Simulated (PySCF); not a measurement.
Bond stretch in SMILES F[SiH3]. The Si1–H5 bond (Si1 also carries F, H, H; H5 carries nothing else) is pulled apart rigidly from the PBE0/def2-TZVP optimised geometry.

Methods: RHF/cc-pVDZ (PySCF); UKS-B3LYP = unrestricted B3LYP/cc-pVDZ in PySCF; UKS-BLYP = unrestricted BLYP/cc-pVDZ in PySCF.

Magnitude of the dipole moment (D; its direction can reverse along the curve, and a method can change to another solution) and Mulliken charge of the fragment that holds Si1:

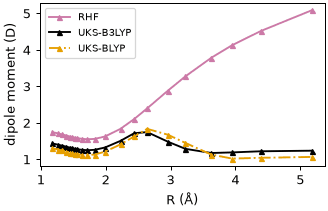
Fig. 1. Dipole moment against bond length.

```tsv
R / Å	μ RHF	q RHF	μ UKS-B3LYP	q UKS-B3LYP	μ UKS-BLYP	q UKS-BLYP
1.18	1.75	0.26	1.44	0.20	1.31	0.20
1.27	1.71	0.20	1.40	0.14	1.27	0.14
1.32	1.69	0.17	1.38	0.12	1.25	0.12
1.39	1.66	0.15	1.35	0.10	1.21	0.10
1.45	1.63	0.14	1.32	0.09	1.19	0.09
1.48	1.61	0.13	1.31	0.09	1.17	0.08
1.52	1.60	0.13	1.30	0.09	1.16	0.08
1.56	1.58	0.13	1.28	0.09	1.14	0.08
1.63	1.56	0.13	1.26	0.09	1.13	0.09
1.72	1.55	0.13	1.25	0.09	1.12	0.09
1.83	1.56	0.14	1.26	0.10	1.13	0.10
1.99	1.63	0.15	1.33	0.12	1.21	0.12
2.23	1.84	0.17	1.51	0.13	1.41	0.13
2.44	2.11	0.18	1.72	0.14	1.63	0.14
2.64	2.40	0.20	1.75	0.13	1.84	0.15
2.96	2.89	0.21	1.49	0.09	1.68	0.12
3.23	3.28	0.22	1.29	0.06	1.45	0.09
3.63	3.79	0.23	1.18	0.02	1.13	0.05
3.95	4.13	0.23	1.19	0.01	1.02	0.02
4.39	4.52	0.23	1.22	0.00	1.04	0.00
5.18	5.09	0.22	1.24	0.00	1.07	0.00
```

The restricted form behind RHF keeps the bonding electrons paired and can't separate into open-shell fragments. The unrestricted determinant behind UKS-B3LYP is spin-contaminated at 2.64 to 5.18 Å (<S²> up to 1.0, against 0.00 for a pure singlet). The unrestricted determinant behind UKS-BLYP is spin-contaminated at 2.96 to 5.18 Å (<S²> up to 1.0, against 0.00 for a pure singlet).
